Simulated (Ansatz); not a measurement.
# LuP (Fm-3m): phonons and vibrational spectra, part 2 of 2

Wanted: vibrations and spectra of LuP (Fm-3m); the cell is already relaxed. After the zone centre comes a 4×4×4 q mesh on a 12×12×12 k mesh.

Ansatz 0.2.0; DFT LDA, scalar-relativistic, plane waves, PAW.

So far. Step 2 (Zone-centre response): Before it was imposed, the acoustic sum rule was missed by 5.2e-5 eV/Å². Small misses are needed for a sound result but don't prove that mesh and cutoff are converged. The lowest optical mode is real, 266 cm⁻¹.

## Step 3: Phonons on a q mesh (continued)

Interpolated from a 4×4×4 q mesh. The phonon branches at the labelled points (cm⁻¹):

| point | branch 1 | branch 2 | branch 3 | branch 4 | branch 5 | branch 6 |
| --- | --- | --- | --- | --- | --- | --- |
| Γ | 0 | 0 | 0 | 266 | 266 | 266 |
| X | 89 | 89 | 109 | 271 | 271 | 312 |
| U | 105 | 106 | 124 | 283 | 309 | 312 |
| jump to K | 105 | 106 | 124 | 283 | 309 | 312 |
| Γ | 0 | 0 | 0 | 266 | 266 | 266 |
| L | 109 | 109 | 162 | 282 | 282 | 332 |
| W | 101 | 101 | 132 | 304 | 304 | 309 |
| X | 89 | 89 | 109 | 271 | 271 | 312 |

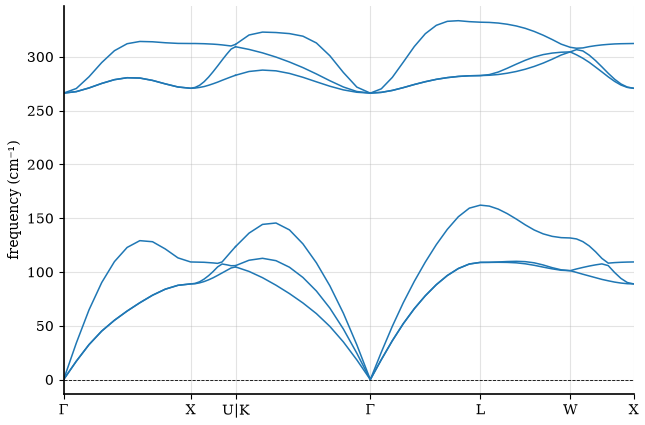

Phonon branches along the path.

The phonon density of states has structure finer than the step of the table below, so its rows give means over 20 cm⁻¹, whole bins alone (the curve runs from 2.5 to 332 cm⁻¹). Peaks (cm⁻¹: height): 107.5: 0.0948, 132.5: 0.0342, 282.5: 0.108, 312.5: 0.0511.

Tetrahedra on a 20×20×20 mesh, mean over bins of 5 cm-1. Interpolated from a 4×4×4 q mesh. The phonon density of states by wavenumber; means over each step:

| wavenumber (cm⁻¹) | phonon density of states (1/cm⁻¹/cell) |
| --- | --- |
| 20 | 4.3e-4 |
| 40 | 0.00228 |
| 60 | 0.00780 |
| 80 | 0.0228 |
| 100 | 0.0592 |
| 120 | 0.0287 |
| 140 | 0.0252 |
| 160 | 0.00362 |
| 180 | 0 |
| 200 | 0 |
| 220 | 0 |
| 240 | 0 |
| 260 | 0.00156 |
| 280 | 0.0619 |
| 300 | 0.0424 |
| 320 | 0.0396 |

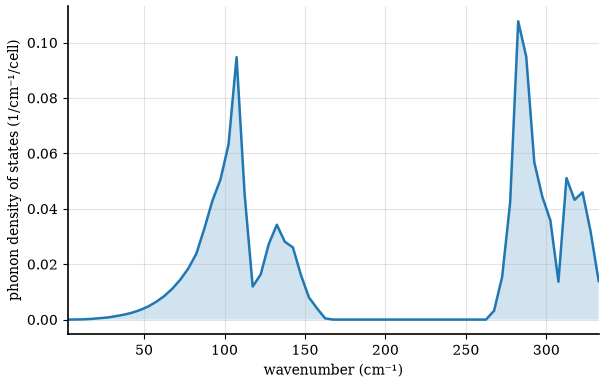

Phonon density of states against wavenumber.

The partial phonon density of states has structure finer than the step of the table below, so its rows give means over 25 cm⁻¹, whole bins alone (the curve runs from -10 to 353 cm⁻¹). Peaks (cm⁻¹: height): Lu 108.9: 0.0849, 131.7: 0.0317; P 284.8: 0.100, 314.6: 0.0461.

Phonopy on the run's constants, 19x19x19 mesh, Gaussian sigma 2.6 cm-1. Interpolated from a 4×4×4 q mesh. Table of partial phonon density of states by wavenumber; means over each step; values in 1/cm⁻¹/cell:

| wavenumber (cm⁻¹) | Lu | P |
| --- | --- | --- |
| 25 | 7.2e-4 | 1.2e-4 |
| 50 | 0.00391 | 5.2e-4 |
| 75 | 0.0164 | 0.00151 |
| 100 | 0.0553 | 0.00233 |
| 125 | 0.0247 | 5.7e-4 |
| 150 | 0.0136 | 2.2e-4 |
| 175 | 8.9e-5 | 2.4e-7 |
| 200 | 0 | 0 |
| 225 | 0 | 0 |
| 250 | 2.4e-6 | 1.7e-5 |
| 275 | 0.00249 | 0.0407 |
| 300 | 0.00196 | 0.0429 |
| 325 | 8.0e-4 | 0.0310 |

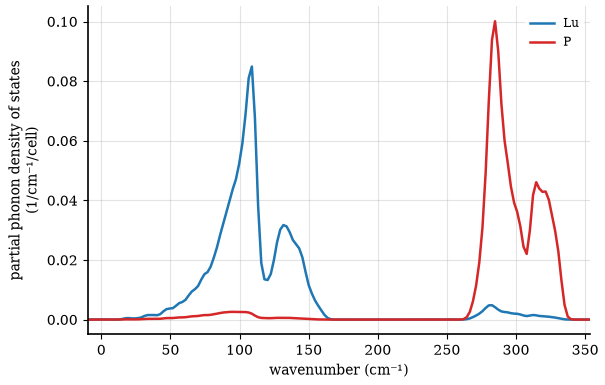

Partial phonon density of states against wavenumber.

Second derivatives of the energy by pair, one row for each kind of neighbour of each atom listed. Each entry sums the pair over the periodic images of the supercell that the q mesh stands for, and in a polar crystal it holds the long-range dipole part too. Force constants by pair, by row:

| atom | neighbour | distance (Å) | third of the trace (eV/Å²) | along the pair's line (eV/Å²) |
| --- | --- | --- | --- | --- |
| Lu1 | itself | 0 | 9.763 | – |
| Lu1 | P | 2.695 | -1.264 | -2.896 |
| Lu1 | Lu | 3.812 | -0.1532 | -0.9649 |
| Lu1 | P | 4.669 | -0.0705 | -0.0733 |
| Lu1 | Lu | 5.391 | -0.1869 | -0.5023 |
| Lu1 | P | 6.027 | 0.0571 | 0.1783 |
| Lu1 | Lu | 6.602 | 0.0184 | 0.0417 |
| P2 | itself | 0 | 9.768 | – |
| P2 | Lu | 2.695 | -1.264 | -2.896 |
| P2 | P | 3.812 | -0.129 | -0.5443 |
| P2 | Lu | 4.669 | -0.0705 | -0.0733 |
| P2 | P | 5.391 | -0.1548 | -0.4095 |
| P2 | Lu | 6.027 | 0.0571 | 0.1783 |
| P2 | P | 6.602 | 0.0098 | 0.0111 |

Harmonic thermodynamic functions per atom, from the density of states. Interpolated from a 4×4×4 q mesh. Thermodynamic functions, by row:

| T (K) | F_vib (meV/atom) | S (J/mol-atom/K) | C_V (J/mol-atom/K) |
| --- | --- | --- | --- |
| 0 | 37.57 | 0 | 0 |
| 50 | 37.15 | 2.948 | 6.34 |
| 100 | 33.88 | 9.704 | 13.51 |
| 200 | 17.33 | 21.67 | 20.48 |
| 300 | -9.92 | 30.47 | 22.74 |
| 400 | -45.11 | 37.16 | 23.65 |
| 500 | -86.47 | 42.49 | 24.1 |
| 600 | -132.9 | 46.91 | 24.35 |
| 700 | -183.5 | 50.67 | 24.51 |
| 800 | -237.7 | 53.95 | 24.61 |
| 900 | -295.2 | 56.85 | 24.68 |
| 1000 | -355.5 | 59.46 | 24.73 |

Harmonic mean-square displacement, third of the trace. Interpolated from a 4×4×4 q mesh. Mean square displacements, by row:

| T (K) | Lu1 U_eq (Å²) | P2 U_eq (Å²) |
| --- | --- | --- |
| 0 | 9.40e-4 | 0.00204 |
| 100 | 0.00166 | 0.00243 |
| 300 | 0.00439 | 0.0046 |
| 600 | 0.00866 | 0.00857 |

Symmetry leaves 8 wavevectors to solve. The lowest mode among them, the acoustic zeros apart, lies at q = (0, 0.25, 0.25) and is real, 63.7 cm⁻¹.

## Step 4: What came out

```yaml
space_group_within_0p01_a: Fm-3m
volume_per_atom: 19.6 Å³
electronic_character: no gap on this mesh
highest_optical_mode_at_the_zone_centre_no_lo_to_term: 266 cm⁻¹
lowest_optical_zone_centre_mode: 266 cm⁻¹
lowest_mode_on_the_q_mesh_acoustic_modes_at_gamma_apart: 63.7 cm⁻¹
highest_frequency_on_the_path_or_at_a_solved_wavevector: 334 cm⁻¹
zero_point_energy_per_atom: 37.6 meV
heat_capacity_at_300_k: 22.7 J/(mol atoms K)
vibrational_entropy_at_300_k: 30.5 J/(mol atoms K)
debye_temperature_second_moment: 417 K
imaginary_modes_on_the_4x4x4_q_mesh: none
```

**Reading.** The structure is a minimum as far as tested: no mode is imaginary at the 8 irreducible wavevectors of the 4×4×4 mesh, and the softest away from the acoustic zeros lies at 64 cm⁻¹. The optical modes at Γ form one degenerate level at 266 cm⁻¹. The highest mode in this list at Γ, 266.2 cm⁻¹, is mostly motion of P (85 % of the kinetic energy). On the path and the mesh, the widest gap between branches runs from 162 to 266 cm⁻¹. With no gap, or one that is small against the smearing, the frequencies hang on the k mesh and the smearing, most of all near Kohn anomalies. Spin-orbit coupling is left out, which can matter for the heavy elements here. These are harmonic frequencies at zero temperature: anharmonic shifts, linewidths and thermal expansion are left out.

[Logs are printed without paths, hosts, clocks, repeated set-up lines and the standing remarks that a program may print on its own settings, such as how far it seeks lower states.]

[Hosts, paths, dates, database ids (printed as entryN), source tags and the programs' standing remarks are cut or masked in the printed files.]
